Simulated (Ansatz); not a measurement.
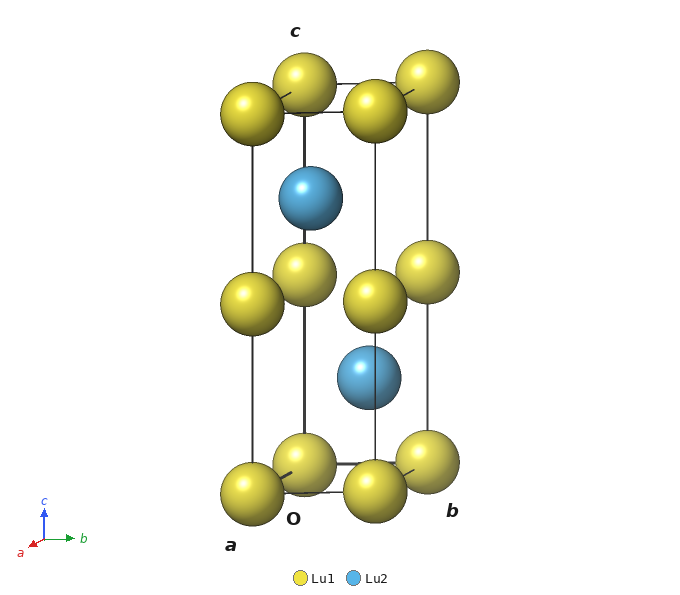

One unit cell; atoms that symmetry makes equivalent share a colour (atoms on faces, edges and corners are repeated). Crystal: Lu, the input geometry of an electronic-structure calculation (not necessarily at equilibrium); the starting structure was generated, so it need not be a known form of this composition. Symmetry computed with spglib at a tolerance of 0.002 Å; standard conventional cell.

a = 3.479 Å, b = 3.479 Å, c = 11.112 Å, α = 90.00°, β = 90.00°, γ = 120.00°; space group P6_3/mmc (No. 194).

One atom of each site: Lu1 (0, 0, 0); Lu2 (1/3, 2/3, 1/4).

> Give the multiplicity, Wyckoff letter and site symmetry of each site.

```
site  Wyckoff  symmetry
 Lu1       2a      -3m.
 Lu2       2c      -6m2
```

> How many free positional parameters does the structure have?

0: Lu1 0, Lu2 0.
